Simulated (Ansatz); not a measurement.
## AlAs: pressure series

The reference is AlAs in the zinc blende structure (space group F-43m, No. 216).

```yaml
crystal:
  lattice:
    - [0.00000, 2.86422, 2.86422]
    - [2.86422, 0.00000, 2.86422]
    - [2.86422, 2.86422, 0.00000]
  atoms:
    - { symbol: As, position: [0.75000, 0.75000, 0.75000] }
    - { symbol: Al, position: [0.00000, 0.00000, 0.00000] }
```

Cell and atoms are relaxed at each pressure.

Computed with PBE, PAW, 420 eV (Ansatz, an electronic-structure program; no spin-orbit coupling).

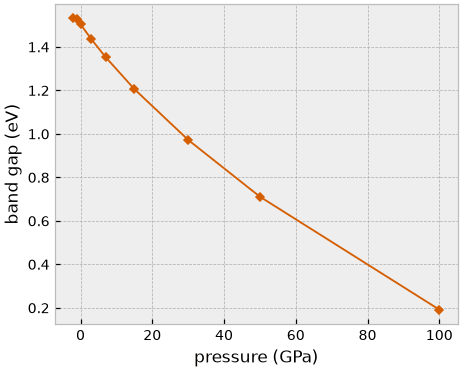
Figure. Band gap against pressure

| pressure (GPa) | band gap |
|---|---|
| -2 | 1.53 eV |
| -1 | 1.53 eV |
| 3 | 1.44 eV |
| 7 | 1.35 eV |
| 15 | 1.21 eV |
| 30 | 0.97 eV |
| 50 | 0.71 eV |
| 100 | 0.19 eV |

Load acts through the strain it causes; cell and atoms are relaxed under it. Whether these cells are dynamically stable was not tested. Measured, AlAs leaves this structure (for the NiAs type) near 12 GPa (temperature not stated; as listed in Datta, Sujoy, Jana, Debnarayan, arXiv (2020)), on rising pressure, with hysteresis. The zero or small gap of AlAs under pressure 100 GPa can change with the level of theory.
